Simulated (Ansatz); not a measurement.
```
atom    x (Å)    y (Å)    z (Å)
   C   0.6220   0.3164   0.9064
   C  -0.3072  -0.1427   0.0175
   O  -1.1269  -1.2165   0.2536
   B  -0.4603   0.5837  -1.3513
  Cl  -1.6416   0.0552  -2.5478
   H   1.2450   1.1819   0.6477
   H   0.7834  -0.1489   1.8945
   H  -0.9298  -1.5787   1.1418
   H   0.2360   1.5340  -1.6198
```

Computed with RKS BLYP-D4/def2-SVP (Ansatz).

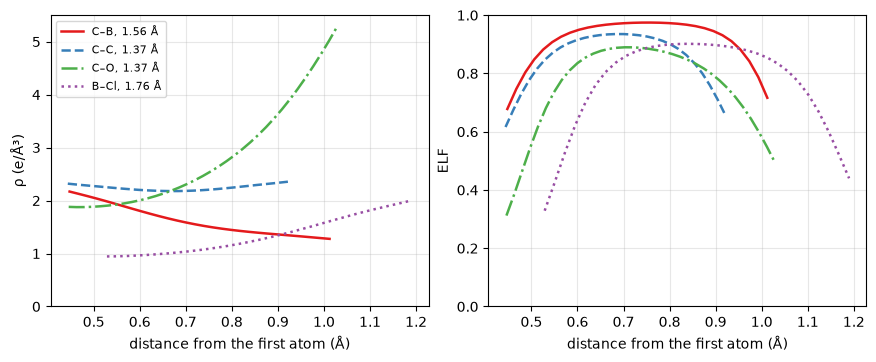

C$_{2}$H$_{4}$BClO. Electron density and electron localisation function along straight lines between neighbouring atoms. The curves leave out the atomic cores.

What kind of bonding do the profiles show?

C–B (1.56 Å): ρ is about 1.5 e/Å³ halfway; the ELF peaks at about 1 between the atoms, as expected for a covalent bond.
C–C (1.37 Å): ρ at the midpoint is about 2.2 e/Å³; the ELF peaks at about 0.95 between the atoms: a covalent bond.
C–O (1.37 Å): ρ at the midpoint is about 2.2 e/Å³, with its minimum of 1.9 e/Å³ about 0.5 Å from C; the ELF peaks at about 0.90 between the atoms, as expected for a shared but strongly polarised pair.
B–Cl (1.76 Å): the density is about 1.3 e/Å³ at the midpoint; the ELF peaks at about 0.90 between the atoms: a shared but strongly polarised pair.
